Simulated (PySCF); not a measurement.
## Property calculation, with input and output: C$_{4}$H$_{6}$S

C$_{4}$H$_{6}$S, computed with HF/cc-pVDZ, RHF (PySCF 2.14.0).

The geometry comes from this level: GFN2-xTB.

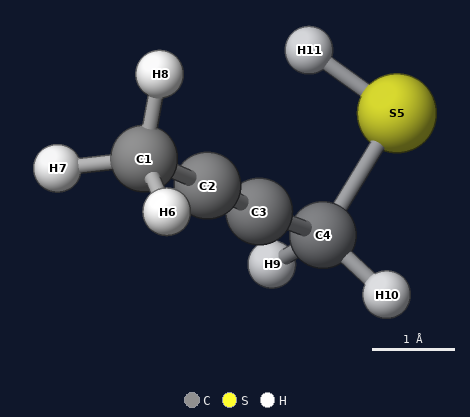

Figure 1. The structure (ball-and-stick view, seen at a tilt; atoms are numbered from 1 in the order of the input).

### Input (job.py)
```python
import numpy
from pyscf import gto, scf, lo

system = gto.Mole()
system.atom = [
    ('C', (-1.826110, -0.912620, 0.998100)),
    ('C', (-0.597130, -0.316320, 0.526020)),
    ('C', (0.440420, 0.172380, 0.174200)),
    ('C', (1.645920, 0.770770, -0.335310)),
    ('S', (1.399410, 1.472770, -2.025690)),
    ('H', (-2.116740, -0.465180, 1.948240)),
    ('H', (-1.693710, -1.985490, 1.136130)),
    ('H', (-2.620390, -0.744390, 0.271120)),
    ('H', (2.458480, 0.043910, -0.392820)),
    ('H', (1.952900, 1.620390, 0.276350)),
    ('H', (0.956950, 0.343770, -2.576340)),
]
system.max_memory = 1860
system.verbose = 3
system.basis = 'cc-pvdz'
system.build()

hf = system.RHF()
hf = hf.density_fit(auxbasis='cc-pvqz-jkfit')
hf.conv_tol = 1e-10
hf.kernel()
if not hf.converged:
    hf = hf.newton().run(hf.mo_coeff, hf.mo_occ)

energy = hf.e_tot
print('Final energy', energy)
hf.analyze()
quad = hf.quad_moment()
occ = hf.mo_coeff[:, hf.mo_occ > 0]
iaos = lo.vec_lowdin(lo.iao.iao(system, occ), hf.get_ovlp())
c = iaos.T @ hf.get_ovlp() @ occ
pop_iao, q_iao = scf.hf.mulliken_pop(lo.iao.reference_mol(system), (c * hf.mo_occ[hf.mo_occ > 0]) @ c.T, numpy.eye(c.shape[0]), verbose=0)
print('IAO charges', numpy.round(q_iao, 4))
```

Run on 1 thread of Arm Neoverse V2, 24 GiB of memory available, shared host.

Run as:
```bash
OMP_NUM_THREADS=1 python job.py
```

### What the program printed
```
converged SCF energy = -552.444697647994
Final energy -552.4446976479942
**** MO energy ****
MO #1   energy= -91.9502758823064  occ= 2
MO #2   energy= -11.2896483716216  occ= 2
MO #3   energy= -11.2540711426007  occ= 2
MO #4   energy= -11.2324716510524  occ= 2
MO #5   energy= -11.2260519177389  occ= 2
MO #6   energy= -8.95321113292014  occ= 2
MO #7   energy= -6.63519780543229  occ= 2
MO #8   energy= -6.63379294271932  occ= 2
MO #9   energy= -6.63132282428511  occ= 2
MO #10  energy= -1.09256688092565  occ= 2
MO #11  energy= -1.03982162783456  occ= 2
MO #12  energy= -0.953529344292848 occ= 2
MO #13  energy= -0.879848715713249 occ= 2
MO #14  energy= -0.673417454925084 occ= 2
MO #15  energy= -0.629699133437825 occ= 2
MO #16  energy= -0.614409924793266 occ= 2
MO #17  energy= -0.593060429611414 occ= 2
MO #18  energy= -0.590719467001285 occ= 2
MO #19  energy= -0.541258721516798 occ= 2
MO #20  energy= -0.478620424477403 occ= 2
MO #21  energy= -0.377014581283601 occ= 2
MO #22  energy= -0.369723294882735 occ= 2
MO #23  energy= -0.349476570060958 occ= 2
MO #24  energy= 0.160064481479178  occ= 0
MO #25  energy= 0.173818739562257  occ= 0
MO #26  energy= 0.191063258650535  occ= 0
MO #27  energy= 0.199717973534036  occ= 0
MO #28  energy= 0.213256710525107  occ= 0
MO #29  energy= 0.247708580633018  occ= 0
MO #30  energy= 0.251314460188179  occ= 0
MO #31  energy= 0.300872009555373  occ= 0
MO #32  energy= 0.31655539597397   occ= 0
MO #33  energy= 0.371475315039973  occ= 0
MO #34  energy= 0.401520839368169  occ= 0
MO #35  energy= 0.503243302410409  occ= 0
MO #36  energy= 0.574912965676219  occ= 0
MO #37  energy= 0.590961132857899  occ= 0
MO #38  energy= 0.609139427121451  occ= 0
MO #39  energy= 0.626844752010488  occ= 0
MO #40  energy= 0.65019662454229   occ= 0
MO #41  energy= 0.675734780636327  occ= 0
MO #42  energy= 0.6821574488787    occ= 0
MO #43  energy= 0.707440279281905  occ= 0
MO #44  energy= 0.722230441752791  occ= 0
MO #45  energy= 0.739516590076282  occ= 0
MO #46  energy= 0.761595667102132  occ= 0
MO #47  energy= 0.797391393603718  occ= 0
MO #48  energy= 0.826973186122818  occ= 0
MO #49  energy= 0.834682176733124  occ= 0
MO #50  energy= 0.846852895502456  occ= 0
MO #51  energy= 0.855822238287157  occ= 0
MO #52  energy= 0.862100561547452  occ= 0
MO #53  energy= 0.885997778254197  occ= 0
MO #54  energy= 0.897897756138041  occ= 0
MO #55  energy= 0.90694218907563   occ= 0
MO #56  energy= 0.922005695767733  occ= 0
MO #57  energy= 0.995178636247272  occ= 0
MO #58  energy= 1.01391413582503   occ= 0
MO #59  energy= 1.05191461413946   occ= 0
MO #60  energy= 1.13067553434824   occ= 0
MO #61  energy= 1.18549609515982   occ= 0
MO #62  energy= 1.2050375571026    occ= 0
MO #63  energy= 1.24084743524545   occ= 0
MO #64  energy= 1.2833208617866    occ= 0
MO #65  energy= 1.3104512049292    occ= 0
MO #66  energy= 1.35440851055169   occ= 0
MO #67  energy= 1.38095973131894   occ= 0
MO #68  energy= 1.39385513149213   occ= 0
MO #69  energy= 1.47705117701386   occ= 0
MO #70  energy= 1.57454781991182   occ= 0
MO #71  energy= 1.63491151043706   occ= 0
MO #72  energy= 1.6372659869074    occ= 0
MO #73  energy= 1.65811435026522   occ= 0
MO #74  energy= 1.66501068827269   occ= 0
MO #75  energy= 1.69605809935877   occ= 0
MO #76  energy= 1.71549678562591   occ= 0
MO #77  energy= 1.74200926086888   occ= 0
MO #78  energy= 1.76049255092802   occ= 0
MO #79  energy= 1.8537961911864    occ= 0
MO #80  energy= 1.86441123503296   occ= 0
MO #81  energy= 1.90532807182321   occ= 0
MO #82  energy= 1.90985180278516   occ= 0
MO #83  energy= 1.97576323183834   occ= 0
MO #84  energy= 1.98493467917646   occ= 0
MO #85  energy= 2.00867656846311   occ= 0
MO #86  energy= 2.05698113156526   occ= 0
MO #87  energy= 2.0953226581158    occ= 0
MO #88  energy= 2.13039495644931   occ= 0
MO #89  energy= 2.19760710516615   occ= 0
MO #90  energy= 2.26528420048397   occ= 0
MO #91  energy= 2.34038965499179   occ= 0
MO #92  energy= 2.38825576617231   occ= 0
MO #93  energy= 2.40156063432184   occ= 0
MO #94  energy= 2.47824411636763   occ= 0
MO #95  energy= 2.51675171164287   occ= 0
MO #96  energy= 2.69796785882347   occ= 0
MO #97  energy= 2.72551905229093   occ= 0
MO #98  energy= 2.73318363325891   occ= 0
MO #99  energy= 2.77215767492461   occ= 0
MO #100 energy= 2.79495610119481   occ= 0
MO #101 energy= 2.81523404810871   occ= 0
MO #102 energy= 2.96634545981141   occ= 0
MO #103 energy= 3.03387214817259   occ= 0
MO #104 energy= 3.429816366801     occ= 0
 ** Mulliken atomic charges  **
charge of    0C =     -0.24463
charge of    1C =     -0.05186
charge of    2C =     -0.09731
charge of    3C =     -0.17431
charge of    4S =     -0.06665
charge of    5H =      0.11145
charge of    6H =      0.11005
charge of    7H =      0.11091
charge of    8H =      0.11622
charge of    9H =      0.12181
charge of   10H =      0.06431
Dipole moment(X, Y, Z, Debye): -0.55173, -1.44209,  1.00308
Traceless quadrupole moment (Debye*A):

IAO charges [-0.3747 -0.0441 -0.0899 -0.2939 -0.0407  0.1521  0.1506  0.1516  0.1576
  0.164   0.0674]
```

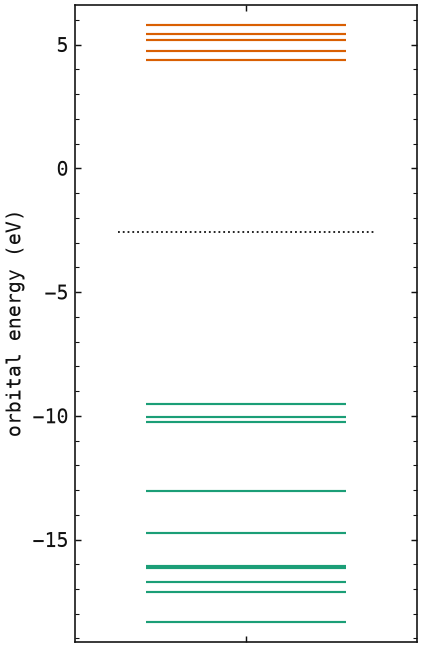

Figure 2. Orbital energies near the frontier; the dotted line parts filled from empty levels, and levels within 0.02 eV of each other stand side by side. Highest filled −9.51 eV, lowest empty 4.36 eV, 13.87 eV apart.

### Summary

- outcome: converged
- total energy: −552.444698 hartree
- basis functions: 104
- HOMO: −9.51 eV
- LUMO: 4.36 eV
- dipole moment: 1.84 D
- wall time: 2.3 s
- peak memory: 0.2 GiB
